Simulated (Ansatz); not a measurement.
**GeSiH6O (SMILES [OH][GeH2][SiH3]): MP2/cc-pVDZ**

Aim: the electronic atomisation energy of GeSiH6O at MP2/cc-pVDZ, from 5 runs. 

The results are computed with Ansatz 0.2.0.

63 further runs of the same task are left out: 63 set aside as unsound or not needed. Runs told in other sessions of the task aren't counted.

## Step 1: The structure to begin with

GeSiH6O: 9 atoms, total charge 0, spin state singlet. As SMILES, `[OH][GeH2][SiH3]`. Geometry: relaxed at PBE0-D4/def2-TZVP. This is one conformer, not always the lowest.

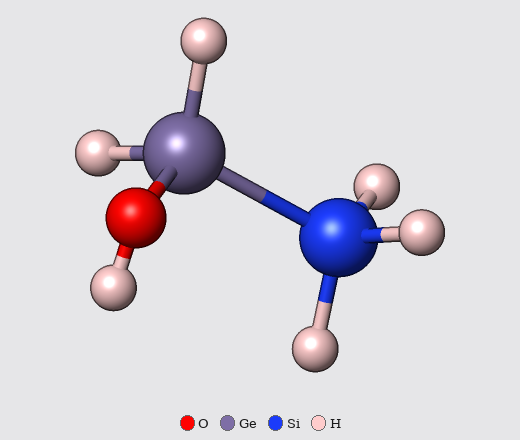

Viewed from a chosen angle; oxygen red, germanium purple, silicon blue, hydrogen pink.

## Step 2: The energy at MP2/cc-pVDZ

Contents of input.yaml:

```yaml
crystal:
  periodic: [false, false, false]
  atoms:
    - {symbol: O, position_ang: [-1.665400, 1.003200, -0.854800]}
    - {symbol: Ge, position_ang: [0.086300, 0.899600, -0.495500]}
    - {symbol: Si, position_ang: [0.525800, -1.010700, 0.870400]}
    - {symbol: H, position_ang: [-1.973400, 0.267900, -1.389000]}
    - {symbol: H, position_ang: [0.873700, 0.832100, -1.824400]}
    - {symbol: H, position_ang: [0.388100, 2.226700, 0.215900]}
    - {symbol: H, position_ang: [1.986000, -1.132800, 1.128400]}
    - {symbol: H, position_ang: [0.060100, -2.236200, 0.166300]}
    - {symbol: H, position_ang: [-0.192800, -0.896100, 2.165800]}
basis:
  gaussian:
    orbitals: cc-pVDZ
correlation:
  method: mp2
  frozen_orbitals: {Ge: 9, H: 0, O: 1, Si: 5}
accuracy: high
```

Launch:

```console
$ ansatz run input.yaml --threads 1 --pin off --max-ram 3480MiB --events-out events.jsonl --progress --plain --runs-dir runs
```

The log of the run:

```text
Warning: RAYON_NUM_THREADS=1 ignored (pool sized by the plan → 1); use --threads N
Functional definition: HF
  name "HF"
  exchange = exact_x
  correlation = 0
2066 factors; integrals over basis functions are off by at most 4.7e-9 eV
mean field evaluation 1: about -66464.6722 eV, gradient 3.4e1 eV
mean field evaluation 2: about -66464.6885 eV, gradient 3.4e1 eV
mean field evaluation 4: about -66467.3913 eV, gradient 2.7e0 eV
mean field evaluation 8: about -66467.4276 eV, gradient 9.5e-2 eV
mean field -66467.42768136 eV, -2442.6329140493 hartree, gradient 2.7e-8 eV, S^2 0.000000; 0 other end points of the search recorded, 0 dependent functions left out
15 core orbitals not correlated: weight in the atoms' cores, before any rotation towards them, 1.000 or more for the frozen orbitals, at most 0.000 for the correlated occupied ones
reference -66467.42768136 eV, -2442.6329140493 hartree; 15, 15 occupied and 59, 59 virtual orbitals, 2066 factors
second order -11.26806684 eV of doubles, -0.00000000 eV of singles
Total energy: -66478.69574819 eV, -2443.0470078677 hartree
```

Run time: 5.4 s. Hardware: 1 thread of Arm Neoverse V1, shared host; peak memory 0.29 GiB.

## Step 3: The Ge atom, same level

Contents of molecule.yaml:

```yaml
crystal:
  periodic: [false, false, false]
  atoms:
    - {symbol: Ge, position_ang: [0.000000, 0.000000, 0.000000]}
basis:
  gaussian:
    orbitals: cc-pVDZ
magnetization:
  spin_polarized: true
  initial_magnetization: 2
correlation:
  method: mp2
  frozen_orbitals: {Ge: 9}
accuracy: high
```

Run the same way, it converges to -2075.34679 Eh (log not shown).

## Step 4: The H atom: a single-point energy at UHF/cc-pVDZ

Contents of input.yaml:

```yaml
crystal:
  periodic: [false, false, false]
  atoms:
    - {symbol: H, position_ang: [0.000000, 0.000000, 0.000000]}
basis:
  gaussian:
    orbitals: cc-pVDZ
magnetization:
  spin_polarized: true
  initial_magnetization: 1
hamiltonian:
  xc: hf
accuracy: high
```

Run the same way, it converges to -0.49928 Eh (log not shown).

## Step 5: The O atom

Contents of in.yaml:

```yaml
crystal:
  periodic: [false, false, false]
  atoms:
    - {symbol: O, position_ang: [0.000000, 0.000000, 0.000000]}
basis:
  gaussian:
    orbitals: cc-pVDZ
magnetization:
  spin_polarized: true
  initial_magnetization: 2
correlation:
  method: mp2
  frozen_orbitals: {O: 1}
accuracy: high
```

Run the same way, it converges to -74.89413 Eh (log not shown).

## Step 6: The Si atom, same level

Contents of in.yaml:

```yaml
crystal:
  periodic: [false, false, false]
  atoms:
    - {symbol: Si, position_ang: [0.000000, 0.000000, 0.000000]}
basis:
  gaussian:
    orbitals: cc-pVDZ
magnetization:
  spin_polarized: true
  initial_magnetization: 2
correlation:
  method: mp2
  frozen_orbitals: {Si: 5}
accuracy: high
```

Run the same way, it converges to -288.89501 Eh (log not shown).

## Step 7: Summary of results

Level: MP2/cc-pVDZ, 15 core orbitals frozen.

| quantity | value |
| --- | --- |
| molecule: total energy | -2443.04701 Eh |
| molecule: correlation energy (15 core orbitals frozen) | -414.1 mEh |
| Ge atom: total energy | -2075.34679 Eh |
| Ge atom: correlation energy (9 core orbitals frozen) | -55.1 mEh |
| Ge atom: ⟨S²⟩ of the reference determinant | 2.009 |
| H atom: total energy | -0.49928 Eh |
| H atom: ⟨S²⟩ | 0.750 |
| O atom: total energy | -74.89413 Eh |
| O atom: correlation energy (1 core orbital frozen) | -102.0 mEh |
| O atom: ⟨S²⟩ of the reference determinant | 2.004 |
| Si atom: total energy | -288.89501 Eh |
| Si atom: correlation energy (5 core orbitals frozen) | -44.9 mEh |
| Si atom: ⟨S²⟩ of the reference determinant | 2.011 |
| electronic atomisation energy | 24.910 eV |

Taking the molecule apart into free atoms costs 24.91 eV (2403 kJ/mol), before zero-point energy and without spin-orbit coupling.
